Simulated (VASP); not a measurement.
Band structure of AlN (zinc blende). Level of theory: LDA (Ceperley-Alder, Perdew-Zunger), VASP's LDA PAW potentials (set 64) (plane waves; VASP).

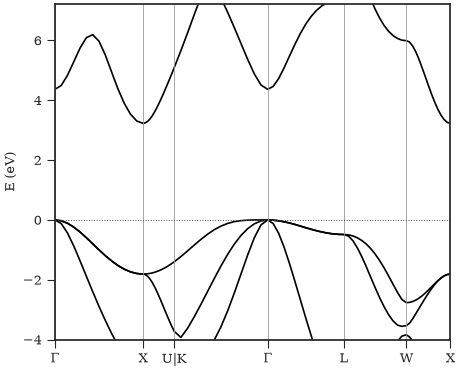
Figure: Bands along high-symmetry lines, zero at the valence-band maximum or, without a gap, the Fermi level

### Question
Read the plot: is there a gap, and where are the band edges?

### Answer
The gap is indirect, 3.23 eV, from the valence maximum at K-Γ at 0.93 to the conduction minimum at X. (Edges off the drawn lines would not show.)

Measured: gap 5.34 eV (computed value off by -2.11 eV), as given by Daiki Deguchi et al., Japanese Journal of Applied Physics (2016), arXiv:1512.06930.

The compound is AlN in the zinc blende structure, a metastable form; wurtzite is the usual one. It was relaxed first.
